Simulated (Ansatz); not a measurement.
Geometry relaxation, with input and output: GeH$_{5}$ClO (part 1 of 2)

- system: GeH$_{5}$ClO
- method: RKS PBE/def2-SVP (Ansatz 0.2.0)

The input holds or restrains some coordinates. It belongs to a series of runs on one base structure; here: pulled along the bonds that form and break, towards end B. Figures and captions count atoms from 1; the log counts them from 0 in places.

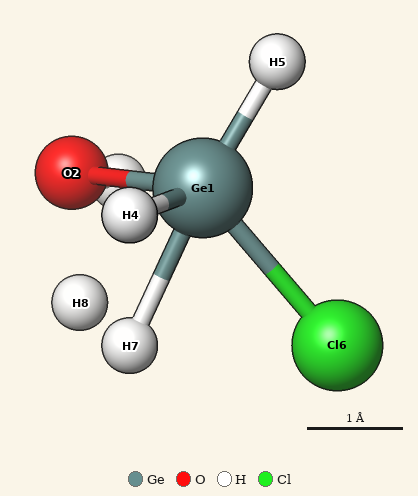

Figure 1. The input geometry (ball-and-stick view, seen at a tilt; atoms are numbered from 1 in the order of the input). Sticks mark near contacts. Bond lengths as drawn: Cl–Ge 2.22 Å, Ge–H 1.55 to 1.85 Å, Ge–O 2.12 Å and H–O 1.01 Å.

Results in brief:

- outcome: converged under the restraints of the input
- total energy: −71141.2293 eV
- mean-field energy: −71141.2293 eV
- largest force (length of the vector) at the end, held atoms and coordinates included: 0.696 eV/Å
- hardware: 2 threads of Arm Neoverse V1, 24 GiB of memory available, shared host
- wall time: 25 s (CPU time 48 s)
- peak memory: 0.13 GiB

The input:
```yaml
crystal:
  periodic: [false, false, false]
  atoms:
    - { symbol: Ge, position_ang: [0.0, 0.0, 0.0] }
    - { symbol: O, position_ang: [0.0, 0.0, 2.12] }
    - { symbol: H, position_ang: [-0.9095, -0.2814, 2.4571] }
    - { symbol: H, position_ang: [1.4616, 0.0, -0.5162] }
    - { symbol: H, position_ang: [-0.73, 1.2648, -0.5162] }
    - { symbol: Cl, position_ang: [-1.0456, -1.8115, -0.7393] }
    - { symbol: H, position_ang: [0.6884, -1.615, 0.5833] }
    - { symbol: H, position_ang: [0.5338, -1.2523, 1.5265] }
basis:
  gaussian: { orbitals: def2-SVP }
hamiltonian:
  xc: pbe
relax:
  f_tol: 0.15
  max_steps: 25
  restrain:
    - { distance: [0, 6], at: 1.55, k: 30.0 }
    - { distance: [7, 1], at: 1.01, k: 30.0 }
    - { distance: [0, 1], at: 2.97, k: 30.0 }
    - { distance: [7, 6], at: 1.86, k: 30.0 }
output:
  orbitals: {}
```

Launched with:
```bash
ansatz run input.yaml --threads 2 --pin off --max-ram 3072MiB --backend cpu --events-out ev --progress --plain --runs-dir out
```

What the program printed:
```
The last accepted step is kept in [file] (removed where the run ends without a failure and the disk answers)
Engine: ansatz 0.2.0, aarch64-unknown-linux-gnu
Functional definition: PBE
  parameter kappa = 0.804
  parameter beta = 0.06672455060314922
  exchange = pbe_x(kappa = kappa, mu = beta*pi^2/3)
  correlation = pbe_c(beta = beta)
979 factors; their error is unknown
mean field evaluation 1: about -71133.1687 eV, gradient 5.7e1 eV
mean field evaluation 2: about -71030.5383 eV, gradient 1.8e2 eV
mean field evaluation 4: about -71138.3456 eV, gradient 1.6e1 eV
mean field evaluation 8: about -71138.8865 eV, gradient 7.7e-2 eV
mean field evaluation 16: about -71138.8340 eV, gradient 1.4e-5 eV
mean field -71138.83401624 eV, -2614.3039304633 hartree, gradient 1.4e-5 eV, S^2 0.000000; 0 other end points of the search recorded, 0 dependent functions left out
the calculation of the forces begins
reference -71138.83404784 eV, -2614.3039316244 hartree; 31, 31 occupied and 58, 58 virtual orbitals, 979 factors
relax step   1: F+E_penalty+E_count = -71138.83401624 eV  Δ(F+E_penalty+E_count) = +0.000e0 eV  max|allowed force component| = 2.892e0 eV/Å  E_restraint = 26.09891020 eV  max|allowed force component, restraints' pulls added| = 2.693e1 eV/Å  Δτ_max = 0.0000 Å  (27 SCF iters, accepted)
  distance Ge 0 - H 6 = 1.8500 Å
  distance H 7 - O 1 = 1.4851 Å
  distance Ge 0 - O 1 = 2.1200 Å
  distance H 7 - H 6 = 1.0223 Å
these checks for a lower state are left out or cut short: starts, cluster_reference, orbital_swaps, neighbouring_geometries, increment
979 factors; their error is unknown
mean field -71138.02971811 eV, -2614.2743730520 hartree, gradient 9.3e-6 eV, S^2 0.000000; 0 other end points of the search recorded, 0 dependent functions left out
[... from here on the field's lines of each further geometry are left out, up to the last ...]
relax step   2: F+E_penalty+E_count = -71138.02971811 eV  Δ(F+E_penalty+E_count) = +8.043e-1 eV  max|allowed force component| = 2.511e0 eV/Å  E_restraint = 11.80008445 eV  max|allowed force component, restraints' pulls added| = 1.812e1 eV/Å  Δτ_max = 0.1949 Å  (34 SCF iters, accepted)
relax step   3: F+E_penalty+E_count = -71138.23946961 eV  Δ(F+E_penalty+E_count) = -2.098e-1 eV  max|allowed force component| = 2.407e0 eV/Å  E_restraint = 3.52692174 eV  max|allowed force component, restraints' pulls added| = 9.743e0 eV/Å  Δτ_max = 0.1948 Å  (35 SCF iters, accepted)
relax step   4: F+E_penalty+E_count = -71139.01418671 eV  Δ(F+E_penalty+E_count) = -7.747e-1 eV  max|allowed force component| = 1.723e0 eV/Å  E_restraint = 0.29178758 eV  max|allowed force component, restraints' pulls added| = 4.188e0 eV/Å  Δτ_max = 0.1943 Å  (33 SCF iters, accepted)
relax step   5: F+E_penalty+E_count = -71139.89266992 eV  Δ(F+E_penalty+E_count) = -8.785e-1 eV  max|allowed force component| = 1.168e0 eV/Å  E_restraint = 0.03461190 eV  max|allowed force component, restraints' pulls added| = 1.126e0 eV/Å  Δτ_max = 0.1949 Å  (28 SCF iters, accepted)
relax step   6: F+E_penalty+E_count = -71140.46504051 eV  Δ(F+E_penalty+E_count) = -5.724e-1 eV  max|allowed force component| = 9.747e-1 eV/Å  E_restraint = 0.00166197 eV  max|allowed force component, restraints' pulls added| = 7.880e-1 eV/Å  Δτ_max = 0.1967 Å  (27 SCF iters, accepted)
relax step   7: F+E_penalty+E_count = -71140.85189715 eV  Δ(F+E_penalty+E_count) = -3.869e-1 eV  max|allowed force component| = 8.042e-1 eV/Å  E_restraint = 0.00445538 eV  max|allowed force component, restraints' pulls added| = 4.548e-1 eV/Å  Δτ_max = 0.2000 Å  (27 SCF iters, accepted)
relax step   8: F+E_penalty+E_count = -71141.02161543 eV  Δ(F+E_penalty+E_count) = -1.697e-1 eV  max|allowed force component| = 7.885e-1 eV/Å  E_restraint = 0.00620876 eV  max|allowed force component, restraints' pulls added| = 3.991e-1 eV/Å  Δτ_max = 0.1959 Å  (26 SCF iters, accepted)
relax step   9: F+E_penalty+E_count = -71141.05611191 eV  Δ(F+E_penalty+E_count) = -3.450e-2 eV  max|allowed force component| = 5.792e-1 eV/Å  E_restraint = 0.00839842 eV  max|allowed force component, restraints' pulls added| = 1.436e-1 eV/Å  Δτ_max = 0.1946 Å  (26 SCF iters, accepted)
relax step  10: F+E_penalty+E_count = -71141.08058454 eV  Δ(F+E_penalty+E_count) = -2.447e-2 eV  max|allowed force component| = 7.331e-1 eV/Å  E_restraint = 0.01202052 eV  max|allowed force component, restraints' pulls added| = 3.271e-1 eV/Å  Δτ_max = 0.1949 Å  (26 SCF iters, accepted)
relax step  11: F+E_penalty+E_count = -71141.10559893 eV  Δ(F+E_penalty+E_count) = -2.501e-2 eV  max|allowed force component| = 9.377e-1 eV/Å  E_restraint = 0.01506576 eV  max|allowed force component, restraints' pulls added| = 7.205e-1 eV/Å  Δτ_max = 0.1922 Å  (27 SCF iters, accepted)
relax step  12: F+E_penalty+E_count = -71141.18586970 eV  Δ(F+E_penalty+E_count) = -8.027e-2 eV  max|allowed force component| = 8.472e-1 eV/Å  E_restraint = 0.00586287 eV  max|allowed force component, restraints' pulls added| = 2.508e-1 eV/Å  Δτ_max = 0.2000 Å  (26 SCF iters, accepted)
relax step  13: F+E_penalty+E_count = -71141.22307352 eV  Δ(F+E_penalty+E_count) = -3.720e-2 eV  max|allowed force component| = 6.619e-1 eV/Å  E_restraint = 0.00575184 eV  max|allowed force component, restraints' pulls added| = 4.468e-2 eV/Å  Δτ_max = 0.2000 Å  (26 SCF iters, accepted)
relax step  14: F+E_penalty+E_count = -71141.20504511 eV  Δ(F+E_penalty+E_count) = +1.803e-2 eV  max|allowed force component| = 1.144e0 eV/Å  E_restraint = 0.00527668 eV  max|allowed force component, restraints' pulls added| = 1.112e0 eV/Å  Δτ_max = 0.1960 Å  (26 SCF iters, rejected (line search))
relax step  15: F+E_penalty+E_count = -71141.22678337 eV  Δ(F+E_penalty+E_count) = -3.710e-3 eV  max|allowed force component| = 5.960e-1 eV/Å  E_restraint = 0.00620250 eV  max|allowed force component, restraints' pulls added| = 2.733e-1 eV/Å  Δτ_max = 0.0957 Å  (27 SCF iters, accepted)
the calculation of the forces begins
reference -71141.22931860 eV, -2614.3919562016 hartree; 31, 31 occupied and 58, 58 virtual orbitals, 979 factors
relax step  16: F+E_penalty+E_count = -71141.22928736 eV  Δ(F+E_penalty+E_count) = -2.504e-3 eV  max|allowed force component| = 6.438e-1 eV/Å  E_restraint = 0.00586063 eV  max|allowed force component, restraints' pulls added| = 2.482e-2 eV/Å  Δτ_max = 0.0496 Å  (23 SCF iters, accepted)
  distance Ge 0 - H 6 = 1.5515 Å
  distance H 7 - O 1 = 0.9914 Å
  distance Ge 0 - O 1 = 2.9674 Å
  distance H 7 - H 6 = 1.8660 Å
979 factors; their error is unknown
mean field evaluation 128: about -71140.8892 eV, gradient 1.3e1 eV
```

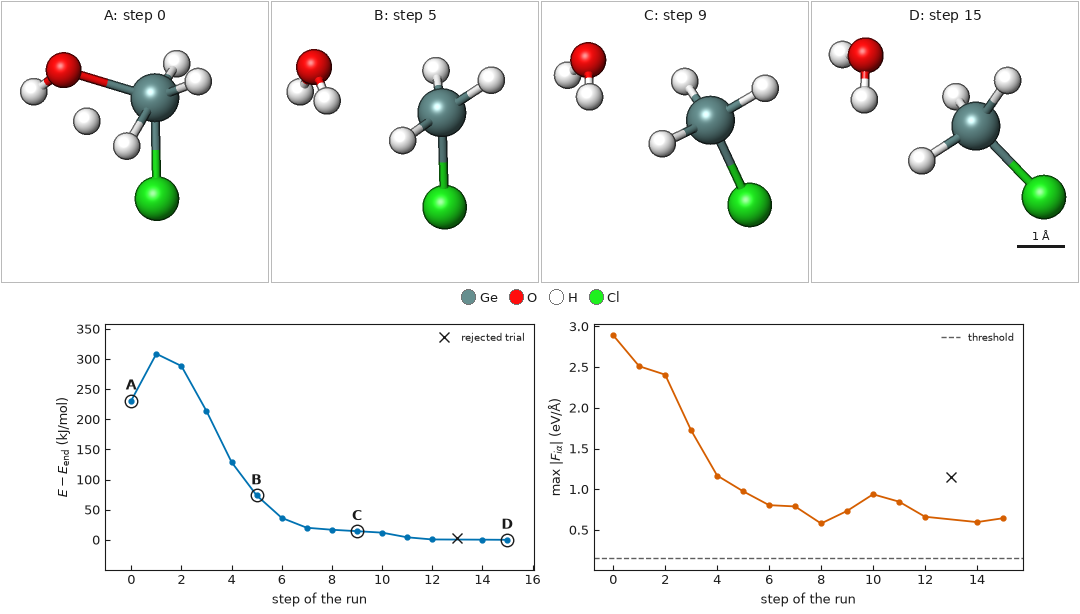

Figure 2. Frames of the restrained relaxation (ball-and-stick view, seen at a tilt) above the curves, on which the letters mark them (the first geometry is step 0 here and step 1 in the log).

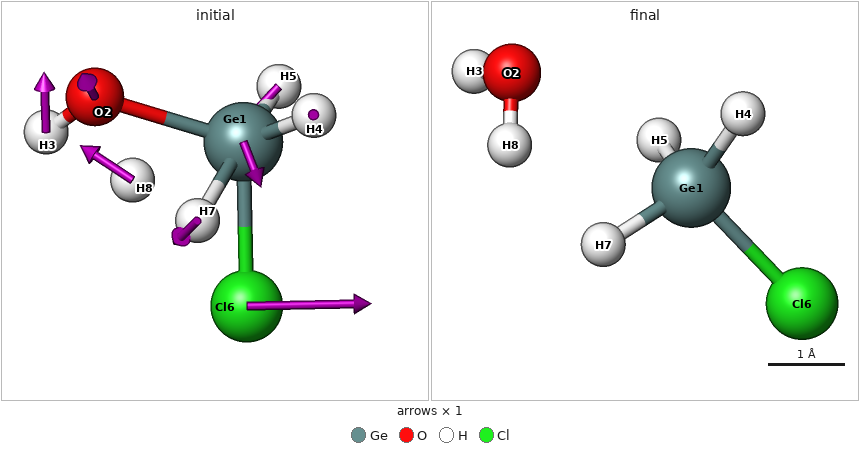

Figure 3. Before (left) and after (right) the restrained relaxation, at one scale (ball-and-stick view, seen at a tilt). The pink arrows give the displacements, at true length. The atom that moves furthest after the best rigid fit is Cl6 (1.67 Å). By element the largest moves are Cl 1.67 Å, H 0.98 Å, Ge 0.67 Å, O 0.61 Å. Among the contacts that change: Ge1–O2 2.120 → 2.967 Å, O2–H8 1.485 → 0.991 Å, Ge1–H7 1.850 → 1.551 Å, O2–H3 1.010 → 0.976 Å. New bonds form: O2–H8 (1.49 → 0.99 Å). Bonds break: Ge1–O2 (2.12 → 2.97 Å). Among the angles that change: H5–Ge1–H7 173.4° → 111.7°, Cl6–Ge1–H7 64.4° → 105.5°, H4–Ge1–H7 75.8° → 112.1°. After 15 geometry steps the energy has fallen by 231.1 kJ/mol. Largest force component: 2.9 eV/Å at the start, 0.64 eV/Å at the end. The line search rejected the trial step at point 13 (counted from 0) and went back. (Atoms are counted from 1 in the order of the input.)

```
mean field -71141.22928736 eV, -2614.3919550533 hartree, gradient 6.3e-5 eV, S^2 0.000000; 1 other end points of the search recorded, 0 dependent functions left out
the calculation of the forces begins
reference -71141.22931860 eV, -2614.3919562016 hartree; 31, 31 occupied and 58, 58 virtual orbitals, 979 factors
Total energy: -71141.22931860 eV, -2614.3919562016 hartree
Atom 0 at    -0.078548    -0.563840    -0.370390 Å, force     0.036363     0.048178     0.020732 eV/Å
Atom 1 at     0.515077     0.122495     2.454858 Å, force    -0.022395    -0.589458    -0.188349 eV/Å
Atom 2 at    -0.386430     0.301430     2.783806 Å, force    -0.016233     0.010176     0.007692 eV/Å
Atom 3 at     1.247727     0.192723    -0.586289 Å, force    -0.009555    -0.004748     0.005641 eV/Å
Atom 4 at    -1.270773     0.360064    -0.040062 Å, force    -0.013855     0.002369     0.010455 eV/Å
Atom 5 at    -0.572848    -1.548805    -2.266746 Å, force     0.003928     0.003116     0.003595 eV/Å
Atom 6 at     0.065542    -1.708107     0.667348 Å, force    -0.044878    -0.113476    -0.115717 eV/Å
Atom 7 at     0.478953    -0.851359     2.272674 Å, force     0.066625     0.643843     0.255952 eV/Å
Dipole moment:    -0.173097     0.021257     0.507119 e Å
```

Trajectory as extended XYZ (Å, eV, eV/Å), 16 frames, from step=1 to step=16:
```
8
Properties=species:S:1:pos:R:3:forces:R:3 step=1 energy=-71138.83402
Ge    0.0000    0.0000    0.0000    0.2368  -0.7434   1.4329
O     0.0000    0.0000    2.1200   -1.2658   0.2438  -1.2430
H    -0.9095   -0.2814    2.4571    0.9867   0.4779  -0.5848
H     1.4616    0.0000   -0.5162   -0.0409   0.3769  -0.0169
H    -0.7300    1.2648   -0.5162   -0.3774   0.0895   0.2840
Cl   -1.0456   -1.8115   -0.7393   -0.9241   0.5354  -0.8130
H     0.6884   -1.6150    0.5833    0.6940  -0.2239   2.8917
H     0.5338   -1.2523    1.5265    0.6906  -0.7563  -1.9510
```
